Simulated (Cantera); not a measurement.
Input: 1 mol TiO2, 2 mol CH4, 0.1 mol CO, at 22000 Pa.

Cantera equilibrium calculation (NASA polynomials, part measured and part estimated; ideal gas, pure solids and liquids). Candidate condensed phases: C, C6H6, C7H8, C8H18, H2O, Ti, TiC, TiO, TiO2, Ti2O3, Ti3O5, Ti4O7; 113 gas species. Mutual solubility and eutectic melting of coexisting phases are not modelled. TiC, TiO: taken at fixed stoichiometry. Condensed phases not in the tables: solid solutions among these carbides, nitrides and lower oxides. Equilibrium is a limit: real reactors are often held back by kinetics, nucleation or transport.

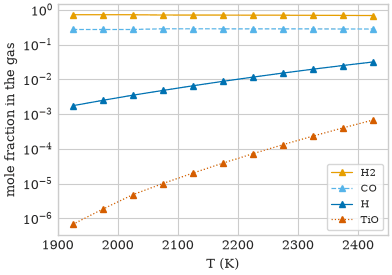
Figure. Equilibrium gas composition (values under 1e-9 drawn at 1e-9)

Problem. Read off the mole fractions at 2325 K.

Solution. H2 about 0.70, CO about 0.28, H about 0.020, TiO about 0.00023.
